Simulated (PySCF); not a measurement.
# What a change does: NMR shielding calculation on C$_{4}$H$_{13}$AsGe

System: C$_{4}$H$_{13}$AsGe, SMILES C[C](C)(C)[GeH2][AsH2].
Method of the first run: GIAO KT2/pcSseg-1 NMR shielding, non-relativistic, gas phase (PySCF 2.14.0).

The geometry comes from this level: PBE0-D3(BJ)/def2-SVP. Text and figures count atoms from 1; the logs count them from 0 in places.

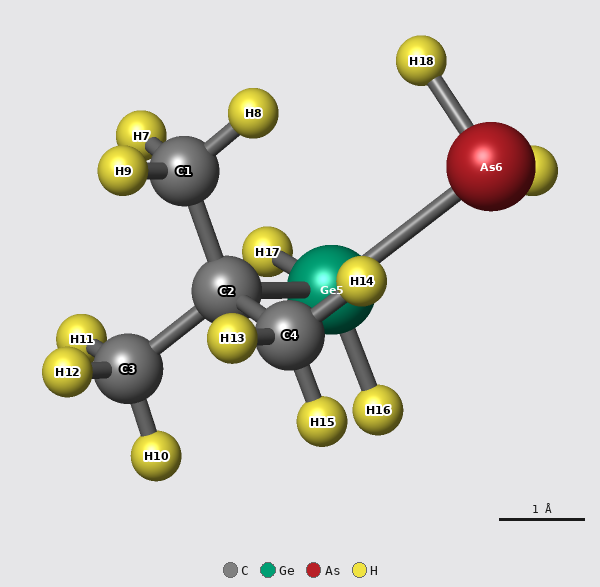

Fig. 1: The structure (ball-and-stick view, seen at a tilt; atoms are numbered from 1 in the order of the input). Sticks mark near contacts. Bond lengths as drawn: As–Ge 2.43 Å, As–H 1.52 to 1.53 Å, C–C 1.53 Å, C–Ge 1.99 Å, C–H 1.10 Å and Ge–H 1.55 Å.

## Input, the first run
```
{"job": {"kind": "nmr", "xc": "KT2", "basis": "pcSseg-1", "pop": false}, "charge": 0, "multiplicity": 1}
C     -1.097623     0.762649    -0.978421
C     -1.035575    -0.708191    -0.571138
C     -1.815976    -1.564216    -1.569353
C     -1.596639    -0.894593     0.837203
Ge     0.856003    -1.314327    -0.601712
As     2.163288     0.014372     0.962397
H     -0.664969     0.932835    -1.977320
H     -0.563153     1.410454    -0.265118
H     -2.146850     1.106684    -1.010037
H     -1.783927    -2.633815    -1.307090
H     -1.427673    -1.456388    -2.594777
H     -2.878219    -1.260344    -1.585646
H     -2.655521    -0.581659     0.871388
H     -1.050862    -0.292705     1.581492
H     -1.553522    -1.946980     1.160118
H      0.931057    -2.789118    -0.147279
H      1.413866    -1.212425    -2.039123
H      2.216770     1.198753     0.002526
H      3.483123    -0.539517     0.437969
```

The first line tells a small driver script what to run in PySCF; the rest is the geometry in Å.

Hardware: 1 CPU thread, shared host.

## Output (the first run)
```
coarse grid: 67608 points
cycle   1  E = -4492.8553958894  dE = -1.326e+00  |g| = 8.562e-01  |ddm| = 3.792e+00
cycle   2  E = -4492.6883277661  dE =  1.671e-01  |g| = 1.099e+00  |ddm| = 1.586e+00
cycle   3  E = -4492.9392551743  dE = -2.509e-01  |g| = 2.554e-01  |ddm| = 1.276e+00
cycle   4  E = -4492.9545863186  dE = -1.533e-02  |g| = 9.961e-02  |ddm| = 3.688e-01
cycle   5  E = -4492.9568712466  dE = -2.285e-03  |g| = 1.977e-02  |ddm| = 1.055e-01
cycle   6  E = -4492.9569496580  dE = -7.841e-05  |g| = 4.785e-03  |ddm| = 2.739e-02
cycle   7  E = -4492.9569556708  dE = -6.013e-06  |g| = 2.011e-03  |ddm| = 9.532e-03
final grid: 140784 points
cycle   8  E = -4492.9569320895  dE =  1.803e-06  |g| = 3.551e-03  |ddm| = 7.625e-03
cycle   9  E = -4492.9569258869  dE =  6.203e-06  |g| = 6.372e-03  |ddm| = 1.235e-02
cycle  10  E = -4492.9569350720  dE = -9.185e-06  |g| = 3.810e-04  |ddm| = 7.838e-03
cycle  11  E = -4492.9569351033  dE = -3.121e-08  |g| = 7.441e-05  |ddm| = 3.755e-04
cycle  12  E = -4492.9569351047  dE = -1.453e-09  |g| = 1.309e-05  |ddm| = 9.609e-05
cycle  13  E = -4492.9569351048  dE = -5.912e-11  |g| = 1.755e-06  |ddm| = 1.446e-05
converged SCF energy = -4492.9569351048

GIAO shielding tensors (ppm)
atom      isotropic    diamagn.    paramagn.     s11        s22        s33       span
  0 C      153.052     248.855     -95.803    137.148    139.744    182.263     45.115
  1 C      154.203     247.043     -92.840    149.314    152.854    160.442     11.127
  2 C      151.523     246.556     -95.033    132.669    137.112    184.787     52.117
  3 C      153.438     248.020     -94.581    137.564    139.513    183.238     45.673
  4 Ge    1441.804    2761.845   -1320.041   1324.101   1408.416   1592.894    268.793
  5 As    1955.288    2880.516    -925.228   1840.669   1915.272   2109.924    269.254
  6 H       29.955      31.748      -1.793     25.795     27.875     36.195     10.400
  7 H       30.054      32.365      -2.311     24.485     30.941     34.736     10.251
  8 H       30.301      31.132      -0.831     26.701     27.399     36.804     10.104
  9 H       29.807      29.657       0.150     25.324     27.878     36.219     10.895
 10 H       29.822      29.782       0.040     25.367     27.928     36.172     10.805
 11 H       30.123      29.134       0.989     26.462     27.073     36.835     10.373
 12 H       30.291      30.564      -0.274     26.781     27.301     36.790     10.008
 13 H       29.686      31.293      -1.607     24.083     30.377     34.596     10.513
 14 H       29.935      30.985      -1.050     25.764     27.770     36.270     10.506
 15 H       26.986      30.507      -3.521     20.608     22.856     37.495     16.887
 16 H       26.541      30.453      -3.912     19.738     22.683     37.203     17.465
 17 H       29.364      29.575      -0.211     21.491     25.747     40.855     19.364
 18 H       29.373      28.766       0.608     21.834     23.989     42.298     20.464
```

The input of the second run differs as follows (lines with − go, lines with + come):
```diff
-"xc": "KT2"
+"xc": "KT3"
```

What does this change do to the results?

The total energies belong to different methods, so their difference says nothing on which is more stable or more accurate. The LUMO goes from −0.73 to −0.59 eV. Of all shieldings, the largest change is that of As6, by −36.8 ppm. The functional changes from KT2 to KT3. The number of SCF iterations is the same.

## Output (the second run)
```
coarse grid: 67608 points
cycle   1  E = -4491.5624721660  dE = -1.366e+00  |g| = 8.228e-01  |ddm| = 3.813e+00
cycle   2  E = -4491.4000207034  dE =  1.625e-01  |g| = 1.058e+00  |ddm| = 1.677e+00
cycle   3  E = -4491.6474595309  dE = -2.474e-01  |g| = 2.394e-01  |ddm| = 1.293e+00
cycle   4  E = -4491.6605928273  dE = -1.313e-02  |g| = 9.922e-02  |ddm| = 3.446e-01
cycle   5  E = -4491.6629063673  dE = -2.314e-03  |g| = 1.691e-02  |ddm| = 1.040e-01
cycle   6  E = -4491.6629627005  dE = -5.633e-05  |g| = 4.636e-03  |ddm| = 2.450e-02
cycle   7  E = -4491.6629682545  dE = -5.554e-06  |g| = 1.851e-03  |ddm| = 8.749e-03
final grid: 140784 points
cycle   8  E = -4491.6629233953  dE =  1.278e-06  |g| = 3.208e-03  |ddm| = 6.950e-03
cycle   9  E = -4491.6629190366  dE =  4.359e-06  |g| = 5.563e-03  |ddm| = 1.043e-02
cycle  10  E = -4491.6629256912  dE = -6.655e-06  |g| = 3.453e-04  |ddm| = 6.585e-03
cycle  11  E = -4491.6629257168  dE = -2.551e-08  |g| = 6.465e-05  |ddm| = 3.363e-04
cycle  12  E = -4491.6629257179  dE = -1.116e-09  |g| = 1.171e-05  |ddm| = 8.291e-05
cycle  13  E = -4491.6629257179  dE = -3.183e-11  |g| = 2.213e-06  |ddm| = 1.418e-05
converged SCF energy = -4491.6629257179

GIAO shielding tensors (ppm)
atom      isotropic    diamagn.    paramagn.     s11        s22        s33       span
  0 C      153.568     248.159     -94.591    138.364    141.158    181.183     42.820
  1 C      155.119     247.957     -92.838    150.935    154.137    160.285      9.350
  2 C      151.907     245.625     -93.719    134.010    138.253    183.458     49.448
  3 C      153.889     247.284     -93.395    138.809    140.799    182.059     43.250
  4 Ge    1429.191    2761.476   -1332.285   1319.670   1397.617   1570.288    250.618
  5 As    1918.472    2881.004    -962.532   1805.926   1877.926   2071.563    265.637
  6 H       30.155      31.921      -1.766     26.045     28.070     36.349     10.303
  7 H       30.259      32.639      -2.379     24.743     31.076     34.959     10.215
  8 H       30.481      31.207      -0.726     26.850     27.614     36.978     10.128
  9 H       30.021      29.612       0.409     25.588     28.071     36.403     10.815
 10 H       30.035      29.786       0.249     25.624     28.116     36.365     10.742
 11 H       30.311      29.049       1.262     26.638     27.314     36.982     10.344
 12 H       30.468      30.601      -0.133     26.915     27.523     36.967     10.052
 13 H       29.912      31.550      -1.638     24.359     30.525     34.851     10.493
 14 H       30.133      31.068      -0.935     26.023     27.958     36.417     10.394
 15 H       27.363      30.758      -3.396     21.045     23.250     37.793     16.748
 16 H       26.926      30.739      -3.813     20.195     23.064     37.519     17.325
 17 H       29.638      30.115      -0.478     21.899     26.130     40.884     18.984
 18 H       29.677      29.215       0.463     22.325     24.357     42.349     20.024
```

## The two runs side by side

| quantity | the first run | the second run |
| --- | --- | --- |
| outcome | converged | converged |
| total energy (hartree) | −4492.956935 | −4491.662926 |
| HOMO (eV) | −6.28 | −6.25 |
| LUMO (eV) | −0.73 | −0.59 |
| dipole moment (D) | 0.98 | 0.96 |
| shielding of C1 (ppm) | 153.1 | 153.6 |
| shielding of C2 (ppm) | 154.2 | 155.1 |
| shielding of C3 (ppm) | 151.5 | 151.9 |
| shielding of C4 (ppm) | 153.4 | 153.9 |
| shielding of Ge5 (ppm) | 1441.8 | 1429.2 |
| shielding of As6 (ppm) | 1955.3 | 1918.5 |
| shielding of H17 (ppm) | 26.5 | 26.9 |
| SCF iterations | 13 | 13 |
| basis functions | 215 | 215 |
| wall time (shared host) | 91 s | 89 s |

For both runs: Spin–orbit coupling is left out, which matters for the heavy atoms.
